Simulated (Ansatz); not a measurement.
Ligand exchange: C4H10 + CuI → C4H9I + CuH

Species: C4H10 (isobutane) `CC(C)C`, singlet; CuI, singlet; C4H9I (tert-butyl iodide) `CC(C)(C)I`, singlet; CuH, singlet. The partners trade H for I: C–H and Cu–I bonds give way to C–I and Cu–H.

Shapes, held fixed at every level: PBE0-D4/def2-TZVP. Programs: Ansatz 0.2.0. The zero-point and thermal change to 298 K, harmonic and unscaled (PBE0-D4/def2-TZVP), is -15.0 kJ/mol.

```csv
level,kind,ΔH(298 K) (kJ/mol)
SPW92/def2-TZVPP,LDA,+156.0
PBE-D4/def2-TZVPP,GGA,+163.8
B3LYP-D4/def2-TZVPP,global hybrid,+180.4
BHLYP-D4/def2-TZVPP,global hybrid,+211.1
PBE0-D4/def2-TZVPP,global hybrid,+190.3
wB97X-V/def2-TZVPP,range-separated hybrid,+196.1
wB97M-V/def2-TZVPP,range-separated hybrid,+189.8
```

wB97M-V/def2-TZVPP gives ΔH(298 K) = +189.8 kJ/mol; the levels span +156.0 to +211.1. The median of the levels is +189.8. No measured value is set beside it here. For atoms past krypton def2 sets carry core potentials with scalar relativity. Relativity is left out for Cu.

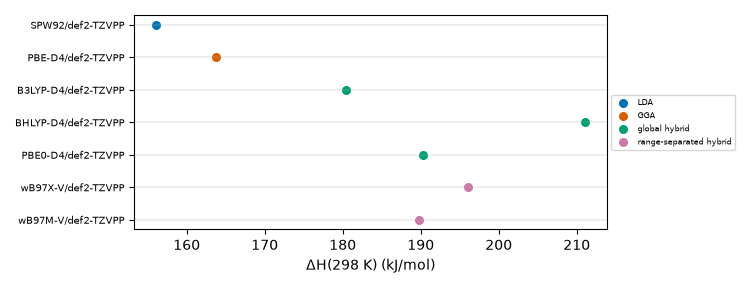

The values of the table, level by level.
